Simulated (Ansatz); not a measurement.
A series of calculations on SnH5F

Part 1: Relaxation

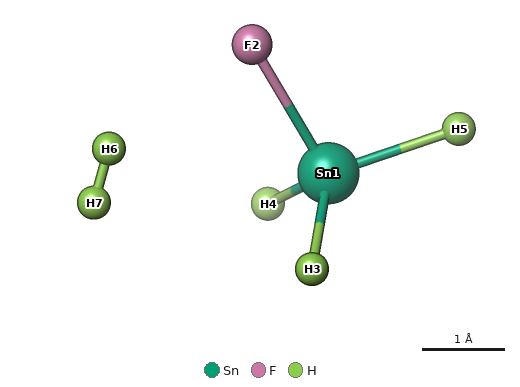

This is the input geometry for a relaxation of SnH$_{5}$F. A ball-and-stick model, seen at a tilt.

The run prepares an end point of a later path (reaction) calculation, from a guessed geometry.

Theory: RKS r2SCANh-D4/def2-TZVP in Ansatz.

The input:
```yaml
crystal:
  periodic: [false, false, false]
  atoms:
    - { symbol: Sn, position_ang: [-0.860166, -0.071891, -0.175532] }
    - { symbol: F, position_ang: [0.158026, 1.522006, 0.283773] }
    - { symbol: H, position_ang: [-0.063025, -0.759766, -1.503577] }
    - { symbol: H, position_ang: [-0.833983, -1.024607, 1.226896] }
    - { symbol: H, position_ang: [-2.391837, 0.553473, -0.556015] }
    - { symbol: H, position_ang: [1.910738, 0.223707, 0.407421] }
    - { symbol: H, position_ang: [2.080147, -0.442823, 0.317133] }
basis:
  gaussian: { orbitals: def2-TZVP }
hamiltonian:
  xc: r2scanh
  dispersion: d4
relax:
  f_tol: 0.03
  max_steps: 50
```

Command:
```bash
ansatz run input.yaml --threads 4 --pin off --max-ram 5120MiB --backend cpu --events-out ev --progress --plain --runs-dir out
```

### Predict the outcome.

The energy falls by 0.105 eV in 7 geometry steps. Largest force component: 2.1 eV/Å at the start, 0.017 eV/Å at the end. The forces were under the threshold at step 4, but the run went on from there. The largest move after the best rigid fit is that of H7, 0.57 Å. Largest moves by element: H 0.57 Å, Sn 0.19 Å, F 0.16 Å. Among the contacts that change: H6–H7 0.694 → 0.745 Å, Sn1–F2 1.946 → 1.926 Å. The run took 19 s on 4 threads of Arm Neoverse N1, with other jobs on the host, peak memory 0.21 GiB.

The structure at the end:

```xyz
7

Sn   -1.0399   -0.0611   -0.2300
F     0.0471    1.4740    0.1835
H    -0.3086   -0.7499   -1.5971
H    -0.9620   -1.0295    1.1606
H    -2.5782    0.5902   -0.5300
H     2.2264    0.2057    0.5023
H     2.6151   -0.4293    0.5108
```

After the run, drawn alike:

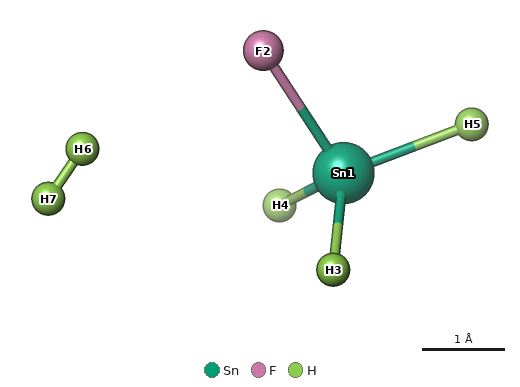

Part 2: Relaxation

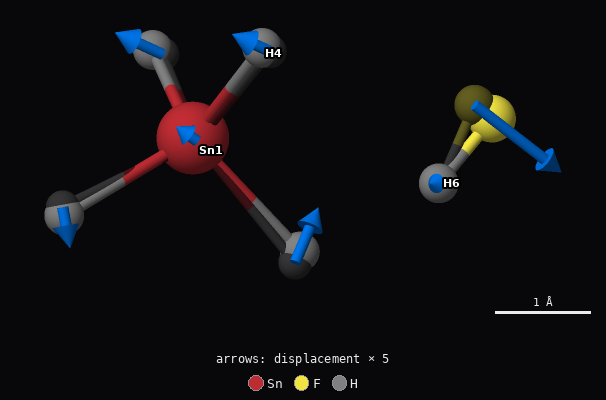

A relaxation of SnH₅F. The starting structure is drawn faded, the final one solid; blue arrows show the displacements, 5 times their true length. The two geometries are superimposed by the best rigid fit.

Style: ball-and-stick. Shown at a tilt.

The run prepares an end point of a later path (reaction) calculation, from a guessed geometry.

Level of theory: RKS r2SCANh-D4/def2-TZVP in Ansatz 0.2.0.

Input
```yaml
crystal:
  periodic: [false, false, false]
  atoms:
    - { symbol: Sn, position_ang: [-0.466071, -0.618193, -0.404877] }
    - { symbol: F, position_ang: [0.858132, 1.822369, 1.306853] }
    - { symbol: H, position_ang: [-0.666926, -1.921102, -1.477381] }
    - { symbol: H, position_ang: [-0.950005, -1.064491, 1.156262] }
    - { symbol: H, position_ang: [-1.327303, 0.73224, -0.957483] }
    - { symbol: H, position_ang: [1.356113, 1.291958, 0.760012] }
    - { symbol: H, position_ang: [1.19596, -0.24268, -0.383286] }
basis:
  gaussian: { orbitals: def2-TZVP }
hamiltonian:
  xc: r2scanh
  dispersion: d4
relax:
  f_tol: 0.03
  max_steps: 50
output:
  orbitals: {}
```

Run as
```bash
ansatz run input.yaml --threads 4 --pin off --max-ram 5120MiB --backend cpu --events-out ev --progress --plain --runs-dir out
```

### Atoms of which element are displaced furthest, and by how much?

Fluorine: up to 0.25 Å, against 0.13 Å for hydrogen.

### What happened in the run?

The energy falls by 0.015 eV in 5 geometry steps. Largest force component: 0.57 eV/Å at the start, 0.0087 eV/Å at the end. The largest move after the best rigid fit is that of F2, 0.25 Å. Largest moves by element: F 0.25 Å, H 0.13 Å, Sn 0.06 Å. Some distances before and after: F2–H6 0.910 → 0.927 Å, Sn1–H7 1.704 → 1.716 Å. Cost: 15 s on 4 threads of Arm Neoverse N1 (shared host), peak memory 0.21 GiB.

Part 3: Path

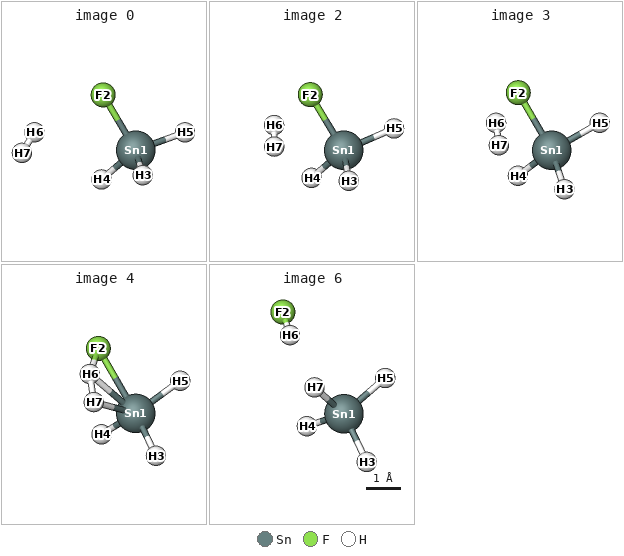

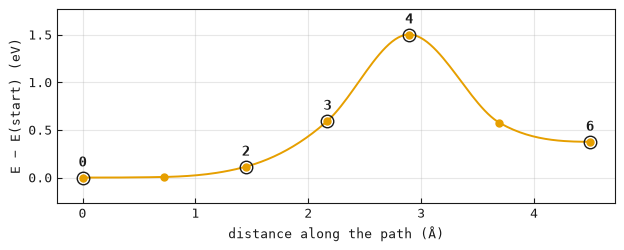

A search for the minimum-energy path of SnH5F, made up at the start of SnH₃F and H$_{2}$ by the nudged elastic band. Images are numbered from 0 (start) to 6 (end). Style: ball-and-stick. Shown at a tilt.

Method: RKS r2SCANh-D4/def2-TZVP in Ansatz 0.2.0.

Input
```yaml
crystal:
  periodic: [false, false, false]
  atoms:
    - { symbol: Sn, position_ang: [-1.04054, -0.057706, -0.227918] }
    - { symbol: F, position_ang: [0.051824, 1.47357, 0.185857] }
    - { symbol: H, position_ang: [-0.314105, -0.746283, -1.597659] }
    - { symbol: H, position_ang: [-0.962607, -1.02867, 1.16086] }
    - { symbol: H, position_ang: [-2.577543, 0.598591, -0.523556] }
    - { symbol: H, position_ang: [2.228006, 0.198333, 0.497922] }
    - { symbol: H, position_ang: [2.614866, -0.437736, 0.504593] }
basis:
  gaussian: { orbitals: def2-TZVP }
hamiltonian:
  xc: r2scanh
  dispersion: d4
neb:
  order_check: false
  images: 5
  f_tol: 0.05
  max_iterations: 60
  final_atoms:
    - { symbol: Sn, position_ang: [-0.57595932, -0.58143014, -0.42423637] }
    - { symbol: F, position_ang: [1.27014294, 1.75759694, 1.40328361] }
    - { symbol: H, position_ang: [-0.7903941, -1.77981722, -1.60705484] }
    - { symbol: H, position_ang: [-0.96898858, -1.17503014, 1.11307547] }
    - { symbol: H, position_ang: [-1.4742597, 0.80459858, -0.80050026] }
    - { symbol: H, position_ang: [1.45189623, 1.1340734, 0.74216227] }
    - { symbol: H, position_ang: [1.08746353, -0.15989242, -0.42663087] }
  initial_path:
    images:
      - { positions_ang: [[-1.04054, -0.057706, -0.227918], [0.051824, 1.47357, 0.185857], [-0.314105, -0.746283, -1.597659], [-0.962607, -1.02867, 1.16086], [-2.577543, 0.598591, -0.523556], [2.228006, 0.198333, 0.497922], [2.614866, -0.437736, 0.504593]] }
      - { positions_ang: [[-0.8865148, -0.14751599, -0.23273628], [0.20632941, 1.40056592, 0.48207632], [-0.35695463, -0.99144035, -1.57756728], [-0.97342566, -1.04793698, 1.17834687], [-2.22089765, 0.72996244, -0.60315418], [1.94043642, 0.35372114, 0.48279152], [2.29092791, -0.29725718, 0.27034203]] }
      - { positions_ang: [[-0.73248959, -0.23732598, -0.23755456], [0.36083481, 1.32756185, 0.77829563], [-0.39980426, -1.2365977, -1.55747556], [-0.98424433, -1.06720397, 1.19583374], [-1.8642523, 0.86133389, -0.68275235], [1.65286685, 0.50910929, 0.46766103], [1.96698982, -0.15677837, 0.03609106]] }
      - { positions_ang: [[-0.57846439, -0.32713598, -0.24237284], [0.51534022, 1.25455777, 1.07451495], [-0.44265389, -1.48175505, -1.53738384], [-0.99506299, -1.08647095, 1.21332061], [-1.50760695, 0.99270533, -0.76235053], [1.36529727, 0.66449743, 0.45253055], [1.64305173, -0.01629955, -0.19815991]] }
      - { positions_ang: [[-0.57762937, -0.4119007, -0.30299402], [0.76694113, 1.42223749, 1.1841045], [-0.55856729, -1.5811091, -1.5606075], [-0.98637152, -1.11599068, 1.17990557], [-1.4964912, 0.93000308, -0.77506711], [1.39416359, 0.82102275, 0.54907446], [1.45785566, -0.06416384, -0.27431689]] }
      - { positions_ang: [[-0.57679434, -0.49666542, -0.3636152], [1.01854204, 1.58991721, 1.29369405], [-0.67448069, -1.68046316, -1.58383117], [-0.97768005, -1.14551041, 1.14649052], [-1.48537545, 0.86730083, -0.78778368], [1.42302991, 0.97754808, 0.64561836], [1.2726596, -0.11202813, -0.35047388]] }
      - { positions_ang: [[-0.57595932, -0.58143014, -0.42423637], [1.27014294, 1.75759694, 1.40328361], [-0.7903941, -1.77981722, -1.60705484], [-0.96898858, -1.17503014, 1.11307547], [-1.4742597, 0.80459858, -0.80050026], [1.45189623, 1.1340734, 0.74216227], [1.08746353, -0.15989242, -0.42663087]] }
```

Run as
```bash
ansatz run input.yaml --threads 4 --pin off --max-ram 5120MiB --backend cpu --events-out ev --progress --plain --runs-dir out
```

> What happens along the path, and what is the barrier?

Forward barrier 1.50 eV, backward barrier 1.13 eV, with image 4 at the top; the reaction energy is +0.38 eV. Breaking: H6–H7 (0.74 → 0.96 at the top → 1.78 Å), Sn1–F2 (1.93 → 2.21 at the top → 3.50 Å). Forming: F2–H6 (2.54 → 1.22 at the top → 0.93 Å), Sn1–H7 (3.75 → 2.01 at the top → 1.72 Å). The band is converged. At the top, the vibrational analysis gives one imaginary mode (1064i cm⁻¹), as a transition state must have.

Limits of the set-up: the start holds two separate molecules, 2.5 Å apart at their closest, whose relative position is a soft coordinate.

Cost: 3.5 min on 4 threads of Arm Neoverse N1, with other jobs on the host, peak memory 0.22 GiB.
